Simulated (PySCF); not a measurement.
# C5H5ClN2S: magnetic properties

What do calculations give for the magnetic properties of C5H5ClN2S (`Clc1nnc(C2CC2)s1`)?

Programs: PySCF 2.14.0, with routines of our own; each step states its level. All values are computed. Atoms count from 0.

### Step 1. The starting structure

14 atoms, charge 0, multiplicity 1; geometry from: GFN2-xTB.

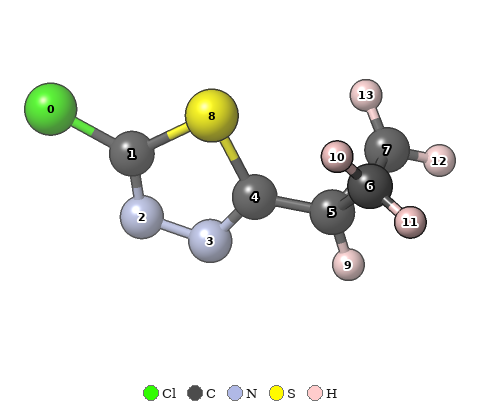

The starting geometry (chlorine green, carbon dark grey, nitrogen light blue, sulfur yellow, hydrogen pink).

### Step 2. Magnetic properties: GIAO BHandHLYP/pcSseg-1

Job settings and geometry (Å):

```
{"job": {"kind": "mag", "xc": "BHandHLYP", "basis": "pcSseg-1", "isotopologues": 0}, "charge": 0, "multiplicity": 1}
Cl     4.220981    -1.046905    -1.226527
C      2.804745    -0.305678    -0.696766
N      2.757076     0.854625    -0.150314
N      1.535727     1.234263     0.177871
C      0.609354     0.385317    -0.101960
C     -0.801707     0.604766     0.164274
C     -1.684654    -0.554642     0.558507
C     -1.837539     0.058536    -0.788532
S      1.229763    -1.080189    -0.858369
H     -0.985702     1.567029     0.623611
H     -1.224084    -1.528339     0.630223
H     -2.441751    -0.369820     1.304343
H     -2.701405     0.672908    -0.987624
H     -1.481484    -0.492342    -1.645954
```

Level: GIAO BHandHLYP/pcSseg-1 magnetisability, rotational g tensor and spin-rotation constants, non-relativistic, gas phase.

The run is started by

```sh
> OMP_NUM_THREADS=1 python excited_run.py task.json out
```

This one command runs all jobs of the session in turn.

The log of the run:

```text
coarse grid: 13904 points
cycle   1  E = -1160.9631021520  dE =  2.252e+00  |g| = 5.477e-01  |ddm| = 3.801e+00
cycle   2  E = -1160.9394813108  dE =  2.362e-02  |g| = 6.919e-01  |ddm| = 9.946e-01
cycle   3  E = -1161.0409934443  dE = -1.015e-01  |g| = 1.022e-01  |ddm| = 6.005e-01
cycle   4  E = -1161.0426433432  dE = -1.650e-03  |g| = 6.504e-02  |ddm| = 1.477e-01
cycle   5  E = -1161.0437196280  dE = -1.076e-03  |g| = 1.204e-02  |ddm| = 8.922e-02
cycle   6  E = -1161.0437611215  dE = -4.149e-05  |g| = 4.860e-03  |ddm| = 1.902e-02
cycle   7  E = -1161.0437677276  dE = -6.606e-06  |g| = 1.927e-03  |ddm| = 7.359e-03
final grid: 128376 points
cycle   8  E = -1161.0863634757  dE = -1.526e-05  |g| = 3.673e-03  |ddm| = 1.480e-02
cycle   9  E = -1161.0863625378  dE =  9.378e-07  |g| = 4.223e-03  |ddm| = 6.658e-03
cycle  10  E = -1161.0863666926  dE = -4.155e-06  |g| = 5.863e-04  |ddm| = 3.685e-03
cycle  11  E = -1161.0863667736  dE = -8.097e-08  |g| = 1.718e-04  |ddm| = 7.076e-04
cycle  12  E = -1161.0863667815  dE = -7.916e-09  |g| = 6.001e-05  |ddm| = 2.296e-04
cycle  13  E = -1161.0863667822  dE = -7.533e-10  |g| = 2.532e-05  |ddm| = 8.402e-05
converged SCF energy = -1161.0863667822

Magnetisability tensor (1e-30 J/T^2)
    -1486.18      122.57        2.18
      122.57    -1464.40      192.71
        2.18      192.71    -1820.85
isotropic -1590.48   principal values   -1910.66  -1553.67  -1307.10
isotropic susceptibility -95.781 1e-6 cm^3/mol

Inertial axes            a          b          c
rot. const./GHz      3.6819     0.6793     0.6003
chi total           -91.741    -80.540   -115.061
chi diamagnetic    -439.688  -1797.719  -2009.358
chi paramagnetic    347.947   1717.179   1894.296
quadrupole/D A       11.523    -10.469     -1.054
g nuclear            0.5474     0.5385     0.5340
g electronic        -0.6019    -0.5480    -0.5342
g total             -0.0545    -0.0095    -0.0002

Spin-rotation constants (kHz, H = +C I.J)
atom  isotope        aa         bb         cc
  0   35Cl        0.370      0.259      0.156
  2    14N        1.172      0.148      0.050
  3    14N        1.197      0.132      0.048
  9     1H       -0.280     -0.000     -0.067
 10     1H       -0.292     -0.041     -0.049
 11     1H       -0.103     -0.074     -0.043
 12     1H       -0.111     -0.074     -0.041
 13     1H       -0.288     -0.040     -0.051
  1    13C*       1.948      0.206      0.162
  4    13C*       1.826      0.291      0.165
  5    13C*       0.348      0.118      0.084
  6    13C*       0.337      0.079      0.121
  8    33S*       1.239      0.350      0.178
* in the singly substituted isotopologue
```

It took 60 s on 1 thread of Arm Neoverse N1, shared host; peak memory 0.86 GiB.

In short:

| quantity | value |
| --- | --- |
| magnetisability | -1590·10⁻³⁰ J/T² |
| molar susceptibility | -95.8·10⁻⁶ cm³/mol |
| rotational g (a, b, c) | -0.0545, -0.0095, -0.0002 |

### Step 3. Magnetic properties: GIAO B3LYP/3-21G

The job, as its differences from that of step 2:

```diff
@@ -1,2 +1,2 @@
-{"job": {"kind": "mag", "xc": "BHandHLYP", "basis": "pcSseg-1", "isotopologues": 0}, "charge": 0, "multiplicity": 1}
+{"job": {"kind": "mag", "xc": "B3LYP", "basis": "3-21G"}, "charge": 0, "multiplicity": 1}
 Cl     4.220981    -1.046905    -1.226527
```

With the program's defaults for keys left out, this is: GIAO B3LYP/3-21G magnetisability, rotational g tensor and spin-rotation constants, non-relativistic, gas phase.

The log of the run:

```text
coarse grid: 13904 points
cycle   1  E = -1155.3443976252  dE =  1.306e+00  |g| = 4.934e-01  |ddm| = 4.537e+00
cycle   2  E = -1155.1757937586  dE =  1.686e-01  |g| = 1.005e+00  |ddm| = 2.016e+00
cycle   3  E = -1155.4068941178  dE = -2.311e-01  |g| = 1.682e-01  |ddm| = 1.281e+00
cycle   4  E = -1155.4130491464  dE = -6.155e-03  |g| = 7.391e-02  |ddm| = 3.386e-01
cycle   5  E = -1155.4144721877  dE = -1.423e-03  |g| = 2.207e-02  |ddm| = 1.279e-01
cycle   6  E = -1155.4146004995  dE = -1.283e-04  |g| = 3.935e-03  |ddm| = 2.949e-02
cycle   7  E = -1155.4146033323  dE = -2.833e-06  |g| = 2.128e-03  |ddm| = 7.219e-03
final grid: 128376 points
cycle   8  E = -1155.4743469197  dE = -1.234e-05  |g| = 4.880e-03  |ddm| = 2.017e-02
cycle   9  E = -1155.4743398240  dE =  7.096e-06  |g| = 7.294e-03  |ddm| = 1.411e-02
cycle  10  E = -1155.4743525264  dE = -1.270e-05  |g| = 1.319e-03  |ddm| = 8.872e-03
cycle  11  E = -1155.4743529786  dE = -4.522e-07  |g| = 2.844e-04  |ddm| = 2.053e-03
cycle  12  E = -1155.4743529957  dE = -1.703e-08  |g| = 1.351e-04  |ddm| = 5.420e-04
cycle  13  E = -1155.4743530007  dE = -5.045e-09  |g| = 3.458e-05  |ddm| = 2.277e-04
cycle  14  E = -1155.4743530010  dE = -2.624e-10  |g| = 9.522e-06  |ddm| = 4.625e-05
converged SCF energy = -1155.4743530010

Magnetisability tensor (1e-30 J/T^2)
    -1496.90       94.82      -16.01
       94.82    -1511.69      199.98
      -16.01      199.98    -1871.22
isotropic -1626.60   principal values   -1966.54  -1543.25  -1370.02
isotropic susceptibility -97.956 1e-6 cm^3/mol

Inertial axes            a          b          c
rot. const./GHz      3.6819     0.6793     0.6003
chi total           -91.605    -83.837   -118.427
chi diamagnetic    -438.737  -1797.671  -2009.293
chi paramagnetic    347.132   1713.834   1890.866
quadrupole/D A       10.511     -9.948     -0.562
g nuclear            0.5474     0.5385     0.5340
g electronic        -0.6005    -0.5469    -0.5333
g total             -0.0531    -0.0084     0.0008

Spin-rotation constants (kHz, H = +C I.J)
atom  isotope        aa         bb         cc
  0   35Cl        0.358      0.240      0.128
  2    14N        0.943      0.126      0.043
  3    14N        0.988      0.110      0.043
  9     1H       -0.322     -0.004     -0.073
 10     1H       -0.305     -0.045     -0.052
 11     1H       -0.114     -0.079     -0.047
 12     1H       -0.123     -0.079     -0.045
 13     1H       -0.300     -0.044     -0.054
  1    13C*       1.523      0.166      0.140
  4    13C*       1.426      0.233      0.141
  5    13C*       0.297      0.098      0.062
  6    13C*       0.275      0.060      0.100
  8    33S*       1.154      0.298      0.151
* in the singly substituted isotopologue
```

Run time: 24 s. Hardware: 1 thread of Arm Neoverse N1, shared host; peak memory 0.58 GiB.

In short:

| quantity | value |
| --- | --- |
| magnetisability | -1627·10⁻³⁰ J/T² |
| molar susceptibility | -98.0·10⁻⁶ cm³/mol |
| rotational g (a, b, c) | -0.0531, -0.0084, 0.0008 |

### Step 4. Magnetic properties side by side

| level | ξ (10⁻³⁰ J/T²) | g(a) | g(b) | gap (eV) | functions | time |
| --- | --- | --- | --- | --- | --- | --- |
| GIAO BHandHLYP/pcSseg-1 | -1590 | -0.0545 | -0.0095 | 8.11 | 192 | 60 s |
| GIAO B3LYP/3-21G | -1627 | -0.0531 | -0.0084 | 5.63 | 99 | 24 s |

### Step 5. Results

```
                                                quantity                      value
       magnetisability (step 2, GIAO BHandHLYP/pcSseg-1)           -1590·10⁻³⁰ J/T²
  molar susceptibility (step 2, GIAO BHandHLYP/pcSseg-1)         -95.8·10⁻⁶ cm³/mol
rotational g (a, b, c) (step 2, GIAO BHandHLYP/pcSseg-1)  -0.0545, -0.0095, -0.0002
                         magnetisability over the levels  -1627 to -1590·10⁻³⁰ J/T²
```

What this shows: The magnetisability spreads by 2.2 % over 2 levels, from GIAO B3LYP/3-21G (24 s) to GIAO BHandHLYP/pcSseg-1 (60 s); the runs took 24 s to 60 s. Two levels can agree by chance, so this spread shows no convergence. Vibrational averaging and real surroundings are missing from these values.
